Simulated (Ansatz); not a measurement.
Base system: BeSe in the zinc blende structure (space group F-43m, No. 216; a = 5.129 Å).

It is then changed as follows: the cell is scaled by 0.9909 in all directions; the atoms relax in the strained cell.

Level of theory: PBEsol/PAW in Ansatz (a quantum-chemistry and plane-wave program), no SOC, earlier PAW set.

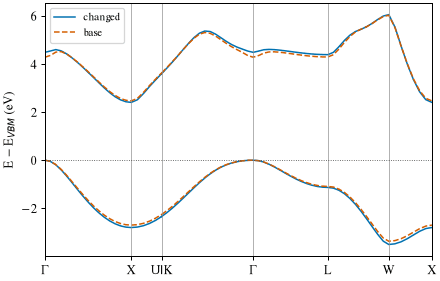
Highest valence and lowest conduction band along the path, each from its own valence-band maximum

Problem. Read the changed gap and its character from the plot.

Solution. About 2.4 eV, indirect, Γ → X.

Whether these cells are dynamically stable was not tested.
